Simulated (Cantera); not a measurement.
Feed: 1 mol Si, 0.023 mol O2, 220 mol N2, at 1000 Pa.

Equilibrium computed with Cantera from the NASA thermochemical tables; the gas is ideal and each condensed phase is pure. Candidate condensed phases: Si, SiO2, Si2N2O, Si3N4; 16 gas species. The tables' values for SiN are old estimates; treat these amounts as uncertain. The numbers say what is thermodynamically allowed, not how fast it happens.

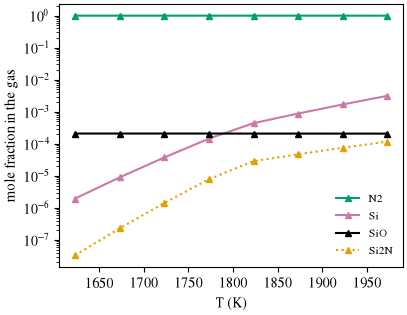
Equilibrium gas composition (values under 1e-9 drawn at 1e-9)

Task: Read off the mole fractions at 1873 K.

Result: N2 about 1.00, Si about 0.00088, SiO about 0.00021, Si2N about 4.7e-5.
